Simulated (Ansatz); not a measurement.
# BH5NPS2: single points with varied inputs

Aim: run BH5NPS2 under a spread of inputs, and see what each costs and gives.

Method: the settings change from run to run; program: Ansatz 0.2.0, Gaussian basis.

### Step 1. The geometry

The geometry comes from an earlier relaxation with PBE0-D4 in a triple-zeta def2 set; it is a stationary point, not always the lowest conformer.

10 atoms, charge 0, spin multiplicity 1.

Atoms are counted from 1 here; the program's logs count them from 0.

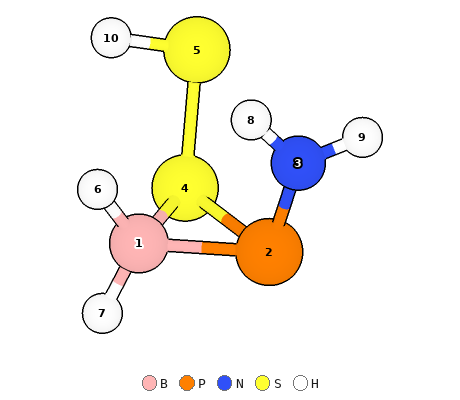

The structure; boron pink, phosphorus orange, nitrogen blue, sulfur yellow, hydrogen white; atoms are numbered from 1 in the order of the file.

### Step 2. BHLYP/def2-TZVP

This run has charge -1, multiplicity 2, a grid of angular degree 11, D3(BJ) with three-body dispersion, the search for lower states set to off.

in.yaml

```yaml
crystal:
  periodic: [false, false, false]
  atoms:
    - {symbol: B, position_ang: [-1.306093, -0.015459, -0.507407]}
    - {symbol: P, position_ang: [-0.373477, -1.498543, 0.242817]}
    - {symbol: N, position_ang: [0.512649, -0.837575, 1.472525]}
    - {symbol: S, position_ang: [0.255847, -0.273981, -1.698962]}
    - {symbol: S, position_ang: [1.735369, 0.942547, -0.966696]}
    - {symbol: H, position_ang: [-1.289054, 1.050083, 0.044188]}
    - {symbol: H, position_ang: [-2.251859, -0.322251, -1.178462]}
    - {symbol: H, position_ang: [0.463345, 0.142110, 1.704503]}
    - {symbol: H, position_ang: [1.336427, -1.306267, 1.813460]}
    - {symbol: H, position_ang: [0.999948, 2.068036, -0.923065]}
basis:
  gaussian: {orbitals: def2-TZVP, final_grid: {core_spheres: 5, valence_spheres: 4, degree: 11}}
total_charge: -1
magnetization: {spin_polarized: true, initial_magnetization: 1}
hamiltonian: {xc: {name: BHLYP}, dispersion: d3bjatm}
scf: {lower_state_search: off}
output: {forces: true}
```

Launch:

```
$ ansatz run in.yaml --threads 4 --pin off --events-out ev --progress --plain --max-ram 10444MiB
```

The program printed, cut to the lines that bear on the results:

```text
Functional definition: BHLYP
  name "BHLYP"
  cite "Becke, J. Chem. Phys. 98, 1372 (1993) doi:10.1063/1.464304"
  cite "Becke, Phys. Rev. A 38, 3098 (1988) doi:10.1103/PhysRevA.38.3098"
  cite "Lee, Yang & Parr, Phys. Rev. B 37, 785 (1988) doi:10.1103/PhysRevB.37.785"
[...]
1503 factors; their error is unknown
[...]
mean field -33207.46450254 eV, -1220.3518116406 hartree, gradient 7.9e-6 eV, S^2 0.770145; 0 other end points of the search recorded, 0 dependent functions left out
[...]
reference -33207.46470810 eV, -1220.3518191948 hartree; 33, 32 occupied and 170, 171 virtual orbitals, 1503 factors
Total energy: -33207.98108216 eV, -1220.3707955914 hartree
Atom 0 at    -1.306093    -0.015459    -0.507407 Å, force     0.634275    -0.456410    -0.115659 eV/Å
Atom 1 at    -0.373477    -1.498543     0.242817 Å, force    -2.883538    -2.845238     1.209234 eV/Å
Atom 2 at     0.512649    -0.837575     1.472525 Å, force     1.191739     0.966129     1.540310 eV/Å
Atom 3 at     0.255847    -0.273981    -1.698962 Å, force     0.187209     0.725347    -2.139291 eV/Å
Atom 4 at     1.735369     0.942547    -0.966696 Å, force     0.650954     1.637727    -0.030315 eV/Å
Atom 5 at    -1.289054     1.050083     0.044188 Å, force    -0.059039    -0.002908     0.004078 eV/Å
Atom 6 at    -2.251859    -0.322251    -1.178462 Å, force    -0.029420     0.130668     0.070788 eV/Å
Atom 7 at     0.463345     0.142110     1.704503 Å, force     0.196676    -0.498362    -0.229042 eV/Å
Atom 8 at     1.336427    -1.306267     1.813460 Å, force    -0.312805     0.394934    -0.338919 eV/Å
Atom 9 at     0.999948     2.068036    -0.923065 Å, force     0.423948    -0.051886     0.028816 eV/Å
Dipole moment:     0.663082     0.428265     0.229070 e Å
Checks for a lower state left out: stability, starts, cluster_reference, orbital_swaps, neighbouring_geometries, increment
```

Run time: 4.6 s. Hardware: 4 threads of Arm Neoverse V2, shared host; peak memory 0.79 GiB.

Largest force 4.228 eV/Å, ⟨S²⟩ 0.770.

### Step 3. PBE/ANO-RCC-VTZP

Options: D3(BJ) dispersion.

Edit in.yaml of step 2 so:

```diff
@@ -14,7 +14,3 @@
 basis:
-  gaussian: {orbitals: def2-TZVP, final_grid: {core_spheres: 5, valence_spheres: 4, degree: 11}}
-total_charge: -1
-magnetization: {spin_polarized: true, initial_magnetization: 1}
-hamiltonian: {xc: {name: BHLYP}, dispersion: d3bjatm}
-scf: {lower_state_search: off}
-output: {forces: true}
+  gaussian: {orbitals: ANO-RCC-VTZP}
+hamiltonian: {xc: {name: PBE}, dispersion: d3bj}
```

Launched as before.

The program printed:

```text
Functional definition: PBE
  name "PBE"
  cite "Perdew, Burke & Ernzerhof, Phys. Rev. Lett. 77, 3865 (1996) doi:10.1103/PhysRevLett.77.3865"
  parent pbe
  parameter kappa = 0.804
  parameter beta = 0.06672455060314922
  exchange = pbe_x(kappa = kappa, mu = beta*pi^2/3)
  correlation = pbe_c(beta = beta)
1801 factors; their error is unknown
mean field evaluation 1: about -33263.4682 eV, gradient 7.8e1 eV
mean field evaluation 2: about -33193.6557 eV, gradient 1.6e2 eV
mean field evaluation 4: about -33275.0166 eV, gradient 2.5e1 eV
mean field evaluation 8: about -33277.0435 eV, gradient 3.8e-1 eV
mean field evaluation 16: about -33276.9538 eV, gradient 1.8e-3 eV
mean field -33276.95382132 eV, -1222.9054970039 hartree, gradient 3.8e-5 eV, S^2 0.000000; 0 other end points of the search recorded, 0 dependent functions left out
reference -33276.95388863 eV, -1222.9054994777 hartree; 32, 32 occupied and 200, 200 virtual orbitals, 1801 factors
Total energy: -33277.29143943 eV, -1222.9179042409 hartree
Relativity: scalar
```

It took 4.1 s on 4 threads of Arm Neoverse V2, shared host; peak memory 0.47 GiB.

### Step 4. SVWN5/STO-3G

Edit in.yaml of step 3 so:

```diff
@@ -14,3 +14,4 @@
 basis:
-  gaussian: {orbitals: ANO-RCC-VTZP}
-hamiltonian: {xc: {name: PBE}, dispersion: d3bj}
+  gaussian: {orbitals: STO-3G}
+hamiltonian: {xc: {name: SVWN5}}
+output: {forces: true}
```

Launched as before.

The program printed, cut to the lines that bear on the results:

```text
Functional definition: SVWN5
  name "SVWN5"
  cite "Dirac, Proc. Camb. Phil. Soc. 26, 376 (1930) doi:10.1017/S0305004100016108"
  cite "Slater, Phys. Rev. 81, 385 (1951) doi:10.1103/PhysRev.81.385"
  cite "Vosko, Wilk & Nusair, Can. J. Phys. 58, 1200 (1980) doi:10.1139/p80-159"
[...]
500 factors; integrals over basis functions are off by at most 4.8e-5 eV
[...]
mean field -32702.53626221 eV, -1201.7960410609 hartree, gradient 8.8e-6 eV, S^2 0.000000; 0 other end points of the search recorded, 0 dependent functions left out
[...]
reference -32702.53628349 eV, -1201.7960418430 hartree; 32, 32 occupied and 10, 10 virtual orbitals, 500 factors
Total energy: -32702.53628349 eV, -1201.7960418430 hartree
Atom 0 at    -1.306093    -0.015459    -0.507407 Å, force     0.262726     0.414334    -0.376006 eV/Å
Atom 1 at    -0.373477    -1.498543     0.242817 Å, force    -1.067131    -0.955334    -1.020607 eV/Å
Atom 2 at     0.512649    -0.837575     1.472525 Å, force    -0.759892    -0.027090    -0.635560 eV/Å
Atom 3 at     0.255847    -0.273981    -1.698962 Å, force    -1.256881    -0.750037    -0.153171 eV/Å
Atom 4 at     1.735369     0.942547    -0.966696 Å, force     1.360701     0.124517     0.584117 eV/Å
Atom 5 at    -1.289054     1.050083     0.044188 Å, force    -0.062907    -0.789712    -0.372892 eV/Å
Atom 6 at    -2.251859    -0.322251    -1.178462 Å, force     0.577463     0.309206     0.654912 eV/Å
Atom 7 at     0.463345     0.142110     1.704503 Å, force     0.025634     1.719065     0.601513 eV/Å
Atom 8 at     1.336427    -1.306267     1.813460 Å, force     1.438797    -0.716287     0.694404 eV/Å
Atom 9 at     0.999948     2.068036    -0.923065 Å, force    -0.518510     0.671338     0.023289 eV/Å
Dipole moment:     0.579187     0.111995     0.297303 e Å
```

It took 0.4 s on 4 threads of Arm Neoverse V2, shared host.

Largest force 1.821 eV/Å, dipole 3.17 D.

### Step 5. revPBE/cc-pVDZ

Options: D3(BJ) dispersion.

Edit in.yaml of step 4 so:

```diff
@@ -14,4 +14,4 @@
 basis:
-  gaussian: {orbitals: STO-3G}
-hamiltonian: {xc: {name: SVWN5}}
+  gaussian: {orbitals: cc-pVDZ}
+hamiltonian: {xc: {name: revPBE}, dispersion: d3bj}
 output: {forces: true}
```

Same command.

The program printed, cut to the lines that bear on the results:

```text
Functional definition: revPBE
  name "revPBE"
  cite "Zhang & Yang, Phys. Rev. Lett. 80, 890 (1998) doi:10.1103/PhysRevLett.80.890"
  cite "Perdew, Burke & Ernzerhof, Phys. Rev. Lett. 77, 3865 (1996) doi:10.1103/PhysRevLett.77.3865"
[...]
1406 factors; their error is unknown
[...]
mean field -33201.50348237 eV, -1220.1327481898 hartree, gradient 2.4e-5 eV, S^2 0.000000; 0 other end points of the search recorded, 0 dependent functions left out
[...]
reference -33201.50352781 eV, -1220.1327498595 hartree; 32, 32 occupied and 75, 75 virtual orbitals, 1406 factors
Total energy: -33202.32239879 eV, -1220.1628428130 hartree
Atom 0 at    -1.306093    -0.015459    -0.507407 Å, force    -0.035812     0.101229     0.032491 eV/Å
Atom 1 at    -0.373477    -1.498543     0.242817 Å, force    -0.708659    -1.249948    -0.403813 eV/Å
Atom 2 at     0.512649    -0.837575     1.472525 Å, force     0.109402     0.174236     0.609090 eV/Å
Atom 3 at     0.255847    -0.273981    -1.698962 Å, force    -0.387328    -0.338394    -0.988406 eV/Å
Atom 4 at     1.735369     0.942547    -0.966696 Å, force     1.096788     0.060022     0.337411 eV/Å
Atom 5 at    -1.289054     1.050083     0.044188 Å, force    -0.005145     0.392866     0.189408 eV/Å
Atom 6 at    -2.251859    -0.322251    -1.178462 Å, force    -0.349172    -0.113293    -0.240434 eV/Å
Atom 7 at     0.463345     0.142110     1.704503 Å, force     0.014923     0.719033     0.191201 eV/Å
Atom 8 at     1.336427    -1.306267     1.813460 Å, force     0.618510    -0.287095     0.230212 eV/Å
Atom 9 at     0.999948     2.068036    -0.923065 Å, force    -0.353509     0.541343     0.042841 eV/Å
Dipole moment:     0.398809     0.208833     0.415845 e Å
```

Wall time 1.1 s (4 threads of Arm Neoverse V2, shared host).

Largest force 1.493 eV/Å, dipole 2.94 D.

### Step 6. wB97/STO-3G

Edit in.yaml of step 5 so:

```diff
@@ -14,4 +14,4 @@
 basis:
-  gaussian: {orbitals: cc-pVDZ}
-hamiltonian: {xc: {name: revPBE}, dispersion: d3bj}
+  gaussian: {orbitals: STO-3G}
+hamiltonian: {xc: {name: wB97}}
 output: {forces: true}
```

Same command.

The program printed, cut to the lines that bear on the results:

```text
Functional definition: wB97
  name "wB97"
  cite "Chai & Head-Gordon, J. Chem. Phys. 128, 084106 (2008) doi:10.1063/1.2834918"
  cite "Becke, J. Chem. Phys. 107, 8554 (1997) doi:10.1063/1.475007"
[...]
  # The coefficients of nought are those of the uniform gas.
[...]
      + integral(e_c_pw_opposite_spin*poly(b97_u_opposite, 1, cos1, cos2, cos3, cos4))
500 factors; integrals over basis functions are off by at most 4.8e-5 eV
233 factors; integrals over basis functions are off by at most 2.7e-6 eV
[...]
mean field -32833.16214987 eV, -1206.5964538909 hartree, gradient 4.3e-5 eV, S^2 0.000000; 0 other end points of the search recorded, 0 dependent functions left out
[...]
reference -32833.16214372 eV, -1206.5964536649 hartree; 32, 32 occupied and 10, 10 virtual orbitals, 500 factors
Total energy: -32833.16214372 eV, -1206.5964536649 hartree
Atom 0 at    -1.306093    -0.015459    -0.507407 Å, force     0.272332     0.221657    -0.539965 eV/Å
Atom 1 at    -0.373477    -1.498543     0.242817 Å, force    -0.859774    -0.229292    -1.318145 eV/Å
Atom 2 at     0.512649    -0.837575     1.472525 Å, force    -0.633338    -0.054700    -0.668326 eV/Å
Atom 3 at     0.255847    -0.273981    -1.698962 Å, force    -0.939586    -0.716559     0.707364 eV/Å
Atom 4 at     1.735369     0.942547    -0.966696 Å, force     0.507503     0.330553     0.359266 eV/Å
Atom 5 at    -1.289054     1.050083     0.044188 Å, force    -0.035459    -0.869473    -0.348425 eV/Å
Atom 6 at    -2.251859    -0.322251    -1.178462 Å, force     0.593191     0.346555     0.739901 eV/Å
Atom 7 at     0.463345     0.142110     1.704503 Å, force     0.074638     1.300461     0.520630 eV/Å
Atom 8 at     1.336427    -1.306267     1.813460 Å, force     1.136764    -0.489978     0.565612 eV/Å
Atom 9 at     0.999948     2.068036    -0.923065 Å, force    -0.116271     0.160776    -0.017911 eV/Å
Dipole moment:     0.483622     0.027209     0.358434 e Å
```

It took 1.3 s on 4 threads of Arm Neoverse V2, shared host.

Largest force 1.590 eV/Å, dipole 2.89 D.

### Step 7. B2GP-PLYP/aug-cc-pVTZ

Set apart from the defaults: density fitting with def2-universal-jkfit.

Edit in.yaml of step 6 so:

```diff
@@ -14,4 +14,3 @@
 basis:
-  gaussian: {orbitals: STO-3G}
-hamiltonian: {xc: {name: wB97}}
-output: {forces: true}
+  gaussian: {orbitals: aug-cc-pVTZ, fitting: {mean_field: def2-universal-jkfit}}
+hamiltonian: {xc: {name: B2GP-PLYP}}
```

Same command.

The program printed, cut to the lines that bear on the results:

```text
Functional definition: B2GP-PLYP
  name "B2GP-PLYP"
  cite "Karton, Tarnopolsky, Lamère, Schatz & Martin, J. Phys. Chem. A 112, 12868 (2008) doi:10.1021/jp801805p"
  cite "Becke, Phys. Rev. A 38, 3098 (1988) doi:10.1103/PhysRevA.38.3098"
  cite "Lee, Yang & Parr, Phys. Rev. B 37, 785 (1988) doi:10.1103/PhysRevB.37.785"
[...]
626 factors; integrals over basis functions are off by at most 1.1e0 eV
[...]
mean field -33184.21186436 eV, -1219.4972929487 hartree, gradient 9.8e-6 eV, S^2 0.000000; 0 other end points of the search recorded, 0 dependent functions left out
17 core orbitals not correlated: weight in the atoms' cores, before any rotation towards them, 1.000 or more for the frozen orbitals, at most 0.000 for the correlated occupied ones
reference -33184.21201438 eV, -1219.4972984617 hartree; 15, 15 occupied and 325, 325 virtual orbitals, 626 factors
second order -27.18369746 eV of doubles, -0.00000000 eV of singles
Total energy: -33193.99814547 eV, -1219.8569321458 hartree
```

Wall time 8 s (4 threads of Arm Neoverse V2, shared host); peak memory 0.74 GiB.

### Step 8. B2GP-PLYP/aug-pcseg-2

Edit in.yaml of step 7 so:

```diff
@@ -14,3 +14,3 @@
 basis:
-  gaussian: {orbitals: aug-cc-pVTZ, fitting: {mean_field: def2-universal-jkfit}}
+  gaussian: {orbitals: aug-pcseg-2}
 hamiltonian: {xc: {name: B2GP-PLYP}}
```

The command is unchanged.

The program printed, cut to the lines that bear on the results:

```text
Functional definition: B2GP-PLYP
  name "B2GP-PLYP"
  cite "Karton, Tarnopolsky, Lamère, Schatz & Martin, J. Phys. Chem. A 112, 12868 (2008) doi:10.1021/jp801805p"
  cite "Becke, Phys. Rev. A 38, 3098 (1988) doi:10.1103/PhysRevA.38.3098"
  cite "Lee, Yang & Parr, Phys. Rev. B 37, 785 (1988) doi:10.1103/PhysRevB.37.785"
[...]
2220 factors; integrals over basis functions are off by at most 8.3e-4 eV
[...]
mean field -33184.17981649 eV, -1219.4961152112 hartree, gradient 3.7e-6 eV, S^2 0.000000; 0 other end points of the search recorded, 0 dependent functions left out
17 core orbitals not correlated: weight in the atoms' cores, before any rotation towards them, 1.000 or more for the frozen orbitals, at most 0.000 for the correlated occupied ones
reference -33184.17997081 eV, -1219.4961208821 hartree; 15, 15 occupied and 325, 325 virtual orbitals, 2220 factors
second order -26.55009180 eV of doubles, -0.00000000 eV of singles
Total energy: -33193.73800386 eV, -1219.8473721180 hartree
```

It took 16 s on 4 threads of Arm Neoverse V2, shared host; peak memory 1.8 GiB.

### Step 9. PBE0-DH/aug-pcseg-2

Set apart from the defaults: charge -1, multiplicity 2, atoms shaken by 0.08 Å, finite nuclei.

in.yaml

```yaml
crystal:
  periodic: [false, false, false]
  atoms:
    - {symbol: B, position_ang: [-1.157545, -0.033812, -0.481401]}
    - {symbol: P, position_ang: [-0.415720, -1.408430, 0.370163]}
    - {symbol: N, position_ang: [0.573795, -0.826373, 1.427418]}
    - {symbol: S, position_ang: [0.157991, -0.177127, -1.775462]}
    - {symbol: S, position_ang: [1.702191, 0.953690, -0.885992]}
    - {symbol: H, position_ang: [-1.196657, 1.049530, 0.032707]}
    - {symbol: H, position_ang: [-2.227815, -0.403752, -1.284193]}
    - {symbol: H, position_ang: [0.462504, 0.224407, 1.694830]}
    - {symbol: H, position_ang: [1.398183, -1.419895, 1.869119]}
    - {symbol: H, position_ang: [1.026790, 2.169531, -0.707745]}
basis:
  gaussian: {orbitals: aug-pcseg-2, nuclear_model: gaussian}
total_charge: -1
magnetization: {spin_polarized: true, initial_magnetization: 1}
hamiltonian: {xc: {name: PBE0-DH}}
output: {forces: true}
```

Launched as before.

The program printed, cut to the lines that bear on the results:

```text
Functional definition: PBE0-DH
  name "PBE0-DH"
  cite "Brémond & Adamo, J. Chem. Phys. 135, 024106 (2011) doi:10.1063/1.3604569"
  cite "Perdew, Burke & Ernzerhof, Phys. Rev. Lett. 77, 3865 (1996) doi:10.1103/PhysRevLett.77.3865"
[...]
2229 factors; integrals over basis functions are off by at most 1.1e-3 eV
[...]
mean field -33190.11423524 eV, -1219.7142010777 hartree, gradient 8.0e-6 eV, S^2 0.760006; 9 other end points of the search recorded, 0 dependent functions left out
17 core orbitals not correlated: weight in the atoms' cores, before any rotation towards them, 1.000 or more for the frozen orbitals, at most 0.000 for the correlated occupied ones
reference -33190.11428072 eV, -1219.7142027491 hartree; 16, 15 occupied and 324, 325 virtual orbitals, 2229 factors
second order -29.35666144 eV of doubles, -0.00000000 eV of singles
[...]
Total energy: -33193.78386340 eV, -1219.8490574253 hartree
Atom 0 at    -1.157545    -0.033812    -0.481401 Å, force    -2.944870     1.056435    -2.121117 eV/Å
Atom 1 at    -0.415720    -1.408430     0.370163 Å, force    -3.363133    -6.106594    -0.609328 eV/Å
Atom 2 at     0.573795    -0.826373     1.427418 Å, force     4.999125     3.132669     5.407528 eV/Å
Atom 3 at     0.157991    -0.177127    -1.775462 Å, force     1.865189     1.922812    -1.793563 eV/Å
Atom 4 at     1.702191     0.953690    -0.885992 Å, force    -0.752789     0.988626    -0.438670 eV/Å
Atom 5 at    -1.196657     1.049530     0.032707 Å, force    -0.244224     0.271835    -0.016793 eV/Å
Atom 6 at    -2.227815    -0.403752    -1.284193 Å, force     1.626794     0.562408     1.671280 eV/Å
Atom 7 at     0.462504     0.224407     1.694830 Å, force     0.961549    -2.975020    -0.376860 eV/Å
Atom 8 at     1.398183    -1.419895     1.869119 Å, force    -2.755533     2.336224    -1.398309 eV/Å
Atom 9 at     1.026790     2.169531    -0.707745 Å, force     0.607892    -1.189395    -0.324167 eV/Å
Dipole moment:     0.914733     0.543671     0.294367 e Å
```

It took 2.4 min on 4 threads of Arm Neoverse V2, shared host; peak memory 2.6 GiB.

Largest force 8.003 eV/Å, ⟨S²⟩ 0.760.

### Step 10. BLYP/pcseg-2

This run has atoms shaken by 0.15 Å, density fitting with cc-pVTZ-jkfit, D3(BJ) with three-body dispersion.

in.yaml

```yaml
crystal:
  periodic: [false, false, false]
  atoms:
    - {symbol: B, position_ang: [-1.594922, -0.092089, -0.302574]}
    - {symbol: P, position_ang: [-0.313977, -1.615575, 0.299401]}
    - {symbol: N, position_ang: [0.504854, -0.880809, 1.710615]}
    - {symbol: S, position_ang: [0.339208, -0.277967, -1.649559]}
    - {symbol: S, position_ang: [1.819874, 1.034533, -0.734770]}
    - {symbol: H, position_ang: [-1.344277, 1.035746, 0.010020]}
    - {symbol: H, position_ang: [-2.285371, -0.226709, -1.122623]}
    - {symbol: H, position_ang: [0.272027, 0.049289, 1.679048]}
    - {symbol: H, position_ang: [1.358759, -1.492174, 1.855530]}
    - {symbol: H, position_ang: [1.072740, 2.057938, -0.939367]}
basis:
  gaussian: {orbitals: pcseg-2, fitting: {mean_field: cc-pVTZ-jkfit}}
hamiltonian: {xc: {name: BLYP}, dispersion: d3bjatm}
```

Launched as before.

The program printed:

```text
Functional definition: BLYP
  name "BLYP"
  cite "Becke, Phys. Rev. A 38, 3098 (1988) doi:10.1103/PhysRevA.38.3098"
  cite "Lee, Yang & Parr, Phys. Rev. B 37, 785 (1988) doi:10.1103/PhysRevB.37.785"
  parameter beta = 0.0042
  parameter a = 0.04918
  parameter b = 0.132
  parameter c = 0.2533
  parameter d = 0.349
  exchange = b88_x(beta = beta)
  correlation = lyp_c(a = a, b = b, c = c, d = d)
671 factors; integrals over basis functions are off by at most 9.1e-1 eV
mean field evaluation 1: about -33190.6513 eV, gradient 8.7e1 eV
mean field evaluation 2: about -33061.3235 eV, gradient 1.8e2 eV
mean field evaluation 4: about -33205.0376 eV, gradient 3.2e1 eV
mean field evaluation 8: about -33208.0697 eV, gradient 1.1e0 eV
mean field evaluation 16: about -33208.0731 eV, gradient 5.4e-4 eV
mean field -33208.07308728 eV, -1220.3741767173 hartree, gradient 5.2e-5 eV, S^2 0.000000; 0 other end points of the search recorded, 0 dependent functions left out
reference -33208.07347784 eV, -1220.3741910701 hartree; 32, 32 occupied and 200, 200 virtual orbitals, 671 factors
Total energy: -33208.80824813 eV, -1220.4011933802 hartree
```

It took 1.8 s on 4 threads of Arm Neoverse V2, shared host; peak memory 0.3 GiB.

### Step 11. The runs in one table

| level | charge | multiplicity | geometry | functions | energy (eV) | time |
| --- | --- | --- | --- | --- | --- | --- |
| BHLYP/def2-TZVP | -1 | 2 | relaxed | 203 | -33207.981 | 4.6 s |
| PBE/ANO-RCC-VTZP | 0 | 1 | relaxed | 232 | -33277.291 | 4.1 s |
| SVWN5/STO-3G | 0 | 1 | relaxed | 42 | -32702.536 | 0.4 s |
| revPBE/cc-pVDZ | 0 | 1 | relaxed | 107 | -33202.322 | 1.1 s |
| wB97/STO-3G | 0 | 1 | relaxed | 42 | -32833.162 | 1.3 s |
| B2GP-PLYP/aug-cc-pVTZ | 0 | 1 | relaxed | 357 | -33193.998 | 8 s |
| B2GP-PLYP/aug-pcseg-2 | 0 | 1 | relaxed | 357 | -33193.738 | 16 s |
| PBE0-DH/aug-pcseg-2 | -1 | 2 | shaken | 357 | -33193.784 | 2.4 min |
| BLYP/pcseg-2 | 0 | 1 | shaken | 232 | -33208.808 | 1.8 s |

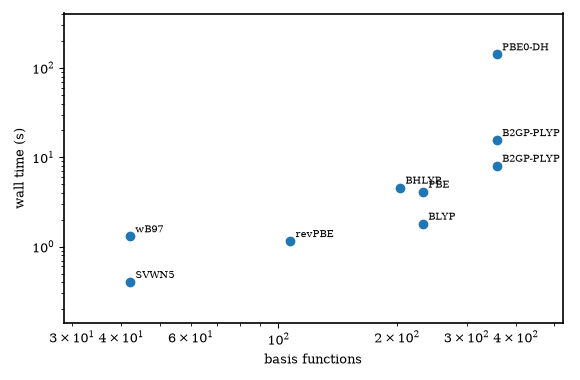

Wall time against the number of basis functions (shared host).

### Step 12. Results

```
                                         quantity                         value
                                             runs                             9
                                         quickest           SVWN5/STO-3G, 0.4 s
                                          slowest  PBE0-DH/aug-pcseg-2, 2.4 min
spread of total energies, same state and geometry                      574.8 eV
                  dipole, same state and geometry                2.89 to 3.17 D
```

Run time spans a factor of 354, from SVWN5/STO-3G to PBE0-DH/aug-pcseg-2. The jobs differ in tasks and options as well as level. Total energies at one charge and spin differ by 575 eV between levels, so only differences within one level mean anything. Some of these runs are scalar-relativistic and others not, which shifts the totals of all-electron atoms past neon by several eV an atom and more; core potentials, where a basis has them, take the core out of the total altogether. At the PBE0-D4/def2-TZVP geometry and in the same state, the sound runs without point charges leave forces up to 1.82 eV/Å (SVWN5/STO-3G). At that geometry and state the dipole changes by 10 % between the lowest and highest value.
